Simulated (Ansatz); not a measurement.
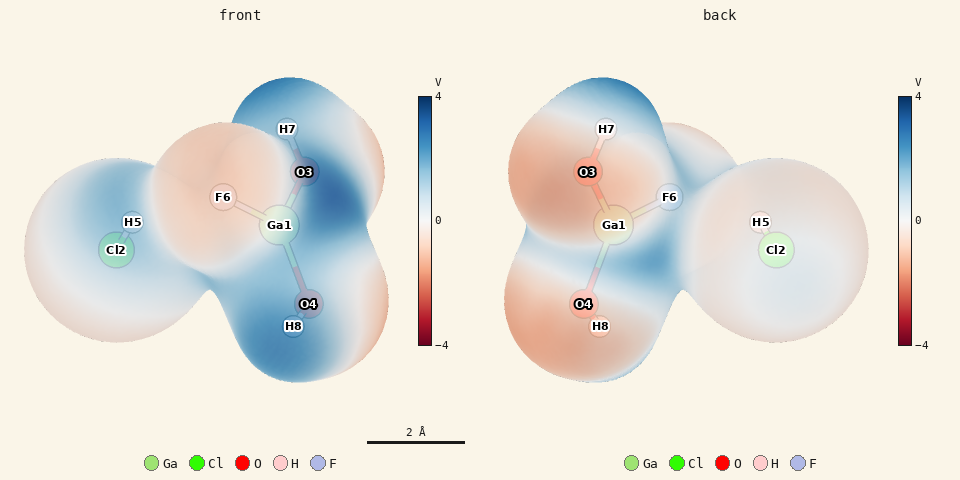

The picture shows: FGaH2O2···HCl. The molecular electrostatic potential painted on the density surface at 0.002 e/bohr³, seen from the front and from behind; red is negative and blue positive.

Not at a stationary point (largest force 0.7 eV/Å).

Method: Ansatz, RKS PBE0/def2-SVP.

```xyz
8

Ga   -0.5599   -0.4239    0.2921
Cl    1.7349    1.9242   -1.0170
O    -1.8536   -0.3790   -0.9011
O    -0.7705    0.1261    1.9510
H     2.0541    0.6570   -0.9046
F     1.0126   -1.1104   -0.1830
H    -1.6168   -0.7722   -1.7480
H    -0.0008   -0.0220    2.5108
```

Describe the electrostatic potential map.

The most negative region (about −1.5 V) lies over O3 and O4, the most positive (about +3.0 V) over Ga1. Cl2 shows a σ-hole: about +0.3 V at the tip opposite its bond, against about −0.2 V on its flanks.
